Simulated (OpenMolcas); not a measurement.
Si2H6O (disilanol): methods side by side

The species is Si2H6O (9 atoms), meant as a singlet with charge 0. SMILES: `O[SiH2][SiH3]`. The coordinates come from a PBE0-D4/def2-TZVP relaxation. This is one conformer, not always the lowest.

| atom | x (Å) | y (Å) | z (Å) |
| --- | --- | --- | --- |
| O | -1.6090 | 1.0399 | -0.7620 |
| Si | 0.0048 | 0.9331 | -0.4159 |
| Si | 0.5442 | -1.0384 | 0.7386 |
| H | -1.9966 | 0.3414 | -1.2908 |
| H | 0.8306 | 0.9945 | -1.6578 |
| H | 0.3114 | 2.1252 | 0.4130 |
| H | 2.0129 | -1.1048 | 0.9745 |
| H | 0.1462 | -2.2282 | -0.0662 |
| H | -0.1560 | -1.1091 | 2.0495 |

Each level gives the dipole moment (D). The values are calculated.

| level | kind | program | value (D) | CPU time |
| --- | --- | --- | --- | --- |
| SVWN5/def2-SVPD | LDA | OpenMolcas | 1.16 | 46 s |
| BLYP/def2-SVPD | GGA | OpenMolcas | 1.13 | 59 s |
| PBE/def2-SVPD | GGA | OpenMolcas | 1.13 | 59 s |
| revPBE/def2-SVPD | GGA | OpenMolcas | 1.12 | 59 s |
| TPSS/def2-SVPD | meta-GGA | OpenMolcas | 1.14 | 74 s |
| B3LYP/def2-SVPD | global hybrid | OpenMolcas | 1.18 | 60 s |
| BHLYP/def2-SVPD | global hybrid | OpenMolcas | 1.23 | 52 s |
| M06-2X/def2-SVPD | hybrid meta-GGA | OpenMolcas | 1.19 | 66 s |

The values span 1.12 to 1.23 D. Magnitudes only. Times are those of the runs behind each value, whatever else they computed, on shared processors of several kinds: orders of magnitude only.

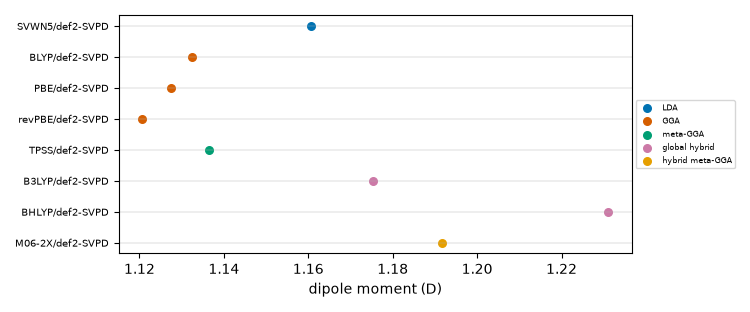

The values of the table, level by level.
